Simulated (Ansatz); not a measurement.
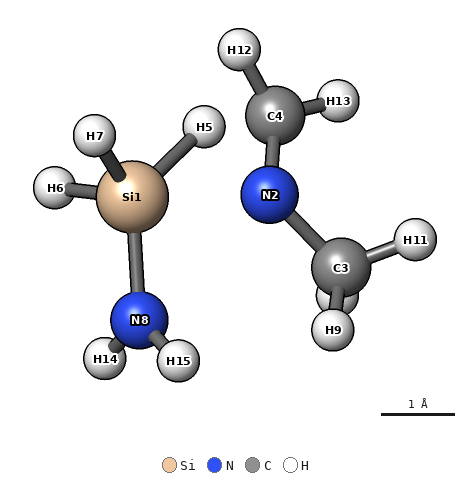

*The input geometry (ball-and-stick view, seen at a tilt; atoms are numbered from 1 in the order of the input).*

**Run report: C2H10N2Si, frequency calculation**

System: C2H10N2Si.
Method: UKS PBE0/def2-SVP (Ansatz 0.2.0).

It belongs to a series of runs on one base structure; here: vibrations at the highest image of the band. Figures and captions count atoms from 1; the log counts them from 0 in places.

### Input
```yaml
crystal:
  periodic: [false, false, false]
  atoms:
    - { symbol: Si, position_ang: [0.307965, 0.637228, 1.213477] }
    - { symbol: "N", position_ang: [0.622536, -0.01317, -0.809743] }
    - { symbol: C, position_ang: [-0.158878, -1.104864, -1.342799] }
    - { symbol: C, position_ang: [0.088406, 1.188563, -0.996217] }
    - { symbol: H, position_ang: [-0.696844, 1.561047, 0.266418] }
    - { symbol: H, position_ang: [-0.318247, 1.271979, 2.45303] }
    - { symbol: H, position_ang: [1.651462, 1.273177, 1.147087] }
    - { symbol: "N", position_ang: [-0.030205, -0.9845, 1.623154] }
    - { symbol: H, position_ang: [0.357533, -2.061996, -1.167356] }
    - { symbol: H, position_ang: [-1.173231, -1.190374, -0.90068] }
    - { symbol: H, position_ang: [-0.283316, -1.010069, -2.437852] }
    - { symbol: H, position_ang: [0.740549, 2.069041, -0.902575] }
    - { symbol: H, position_ang: [-0.771083, 1.354211, -1.674232] }
    - { symbol: H, position_ang: [-0.63144, -1.192659, 2.411064] }
    - { symbol: H, position_ang: [0.294691, -1.797616, 1.117323] }
magnetization:
  spin_polarized: true
basis:
  gaussian: { orbitals: def2-SVP }
hamiltonian:
  xc: pbe0
phonons: {}
```

Run on 4 threads of Arm Neoverse N1, 16 GiB of memory available, shared host.

Launched with:
```bash
ansatz run input.yaml --threads 4 --pin off --max-ram 5120MiB --backend cpu --events-out ev --progress --plain --runs-dir out
```

### Output
```
Engine: ansatz 0.2.0, aarch64-unknown-linux-gnu
Functional definition: PBE0
  parameter a = 0.25
  parameter kappa = 0.804
  parameter beta = 0.06672455060314922
  exchange = (1 - a)*pbe_x(kappa = kappa, mu = beta*pi^2/3) + a*exact_x
  correlation = pbe_c(beta = beta)
1378 factors; integrals over basis functions are off by at most 4.8e-4 eV
mean field evaluation 1: about -13066.9360 eV, gradient 4.7e1 eV
mean field evaluation 2: about -13049.4379 eV, gradient 7.5e1 eV
mean field evaluation 4: about -13076.4026 eV, gradient 4.2e0 eV
mean field evaluation 8: about -13076.5071 eV, gradient 5.5e-2 eV
mean field evaluation 16: about -13076.5071 eV, gradient 8.0e-5 eV
mean field -13076.50707928 eV, -480.5527715885 hartree, gradient 8.0e-5 eV, S^2 0.000000; 0 other end points of the search recorded, 0 dependent functions left out
the calculation of the forces begins
reference -13076.50710867 eV, -480.5527726689 hartree; 25, 25 occupied and 99, 99 virtual orbitals, 1378 factors
these checks for a lower state are left out or cut short: stability, starts, cluster_reference, orbital_swaps, neighbouring_geometries, increment
1378 factors; integrals over basis functions are off by at most 4.8e-4 eV
mean field -13076.50699207 eV, -480.5527683839 hartree, gradient 1.6e-6 eV, S^2 0.000000; 0 other end points of the search recorded, 0 dependent functions left out
[... from here on the field's lines of each further geometry are left out, up to the last ...]
the calculation of the forces begins
reference -13076.50706502 eV, -480.5527710648 hartree; 25, 25 occupied and 99, 99 virtual orbitals, 1378 factors
these checks for a lower state are left out or cut short: stability, starts, cluster_reference, orbital_swaps, neighbouring_geometries, increment
1378 factors; integrals over basis functions are off by at most 4.8e-4 eV
mean field -13076.50703332 eV, -480.5527698997 hartree, gradient 2.9e-6 eV, S^2 0.000000; 0 other end points of the search recorded, 0 dependent functions left out
the calculation of the forces begins
reference -13076.50706272 eV, -480.5527709801 hartree; 25, 25 occupied and 99, 99 virtual orbitals, 1378 factors
WARN: phonons: modes at or below zero, which the zero-point energy, F, S and C_V leave out: 1, the lowest at -808.70 cm⁻¹. A minimum has none, and a first-order saddle one
Total energy: -13076.50710867 eV, -480.5527726689 hartree
Atom 0 at     0.307965     0.637228     1.213477 Å, force    -0.000315     0.000351     0.001430 eV/Å
Atom 1 at     0.622536    -0.013170    -0.809743 Å, force    -0.000279     0.000313    -0.000986 eV/Å
Atom 2 at    -0.158878    -1.104864    -1.342799 Å, force     0.000466     0.000356    -0.000065 eV/Å
Atom 3 at     0.088406     1.188563    -0.996217 Å, force     0.000640    -0.001911    -0.000829 eV/Å
Atom 4 at    -0.696844     1.561047     0.266418 Å, force    -0.000347     0.000296     0.000447 eV/Å
Atom 5 at    -0.318247     1.271979     2.453030 Å, force    -0.000073     0.000048     0.000089 eV/Å
Atom 6 at     1.651462     1.273177     1.147087 Å, force     0.000203    -0.000053     0.000040 eV/Å
Atom 7 at    -0.030205    -0.984500     1.623154 Å, force     0.000907    -0.000357    -0.000864 eV/Å
Atom 8 at     0.357533    -2.061996    -1.167356 Å, force     0.000055     0.000004     0.000025 eV/Å
Atom 9 at    -1.173231    -1.190374    -0.900680 Å, force    -0.000312     0.000099     0.000029 eV/Å
Atom 10 at    -0.283316    -1.010069    -2.437852 Å, force    -0.000004     0.000043     0.000115 eV/Å
Atom 11 at     0.740549     2.069041    -0.902575 Å, force    -0.000123     0.000182     0.000245 eV/Å
Atom 12 at    -0.771083     1.354211    -1.674232 Å, force    -0.000227     0.000149     0.000097 eV/Å
Atom 13 at    -0.631440    -1.192659     2.411064 Å, force    -0.000188     0.000418    -0.000225 eV/Å
Atom 14 at     0.294691    -1.797616     1.117323 Å, force    -0.000403     0.000061     0.000452 eV/Å
Dipole moment:    -0.294567    -0.162276    -0.212387 e Å
Vibrations: -808.70 122.44 184.84 240.93 312.06 316.71 360.23 409.48 463.68 515.14 601.76 654.44 762.36 878.04 912.65 991.03 1013.82 1057.02 1098.20 1111.07 1140.72 1224.83 1305.10 1426.98 1447.84 1461.19 1473.41 1515.56 1521.87 1631.73 2049.61 2241.69 2977.94 3040.43 3058.98 3120.58 3148.35 3623.91 3744.98 cm⁻¹, zero-point energy 3.295600 eV
```

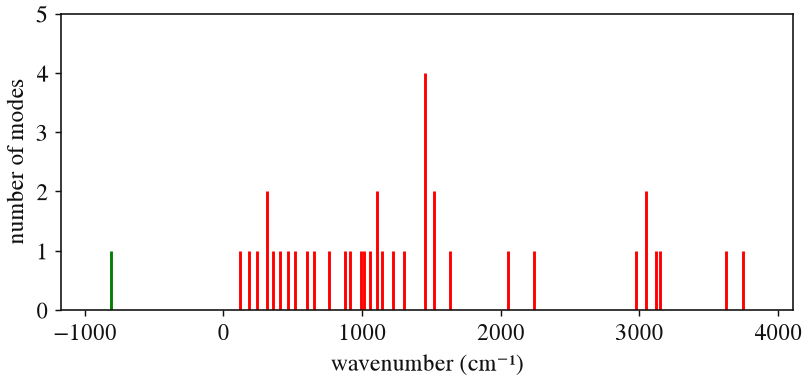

*Harmonic vibrational wavenumbers from the force constants; neighbouring modes closer than 21 cm⁻¹ are counted in one stick, and imaginary ones are drawn at negative wavenumbers.*

39 modes from 809i to 3745 cm⁻¹, 1 imaginary beyond 8i (809i cm⁻¹): a first-order saddle point, if the geometry is stationary.

### Key numbers

| quantity | value |
| --- | --- |
| outcome | converged |
| total energy | −13076.5071 eV |
| mean-field energy | −13076.5071 eV |
| largest force (length of the vector) | 0.002 eV/Å |
| wall time | 4.9 min (CPU time 19 min) |
| peak memory | 0.42 GiB |
